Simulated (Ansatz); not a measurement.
LiH₂

```
CELL_PARAMETERS angstrom
2.95009 0.00000 0.00000
0.00000 5.40212 0.00000
0.00000 0.00000 10.25685
ATOMIC_POSITIONS crystal
Li 0.50000 0.00000 0.00000
Li 0.00000 0.50000 0.00000
Li 0.00000 0.00000 0.50000
Li 0.50000 0.50000 0.50000
Li 0.75000 0.25000 0.25000
Li 0.25000 0.75000 0.25000
Li 0.25000 0.25000 0.75000
Li 0.75000 0.75000 0.75000
H 0.12500 0.37500 0.37500
H 0.62500 0.87500 0.37500
H 0.62500 0.37500 0.87500
H 0.12500 0.87500 0.87500
H 0.12500 0.12500 0.12500
H 0.62500 0.62500 0.12500
H 0.62500 0.12500 0.62500
H 0.12500 0.62500 0.62500
H 0.37500 0.37500 0.12500
H 0.87500 0.87500 0.12500
H 0.87500 0.37500 0.62500
H 0.37500 0.87500 0.62500
H 0.37500 0.12500 0.37500
H 0.87500 0.62500 0.37500
H 0.87500 0.12500 0.87500
H 0.37500 0.62500 0.87500
```

Space group Fddd; a structure generated by program, which may or may not match a known phase.

These are results of Ansatz, DFT PBE, scalar-relativistic, plane waves, PAW, not measurements.

Predict the valence pseudo-density and electron localisation function between the atoms.

Answer. Li–H (1.82 Å): ρ at the midpoint is about 0.14 e/Å³; the ELF climbs to about 1 towards the hydrogen.

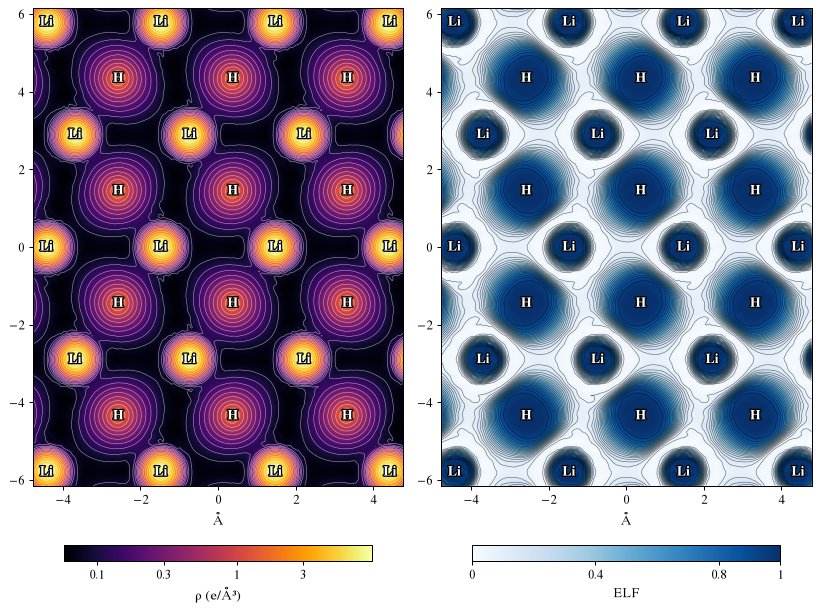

Computed valence pseudo-density and electron localisation function on the (011̄) plane of the conventional cell, in this order. 

In a PAW calculation such maps are meaningful between the atoms, not at the nuclei.
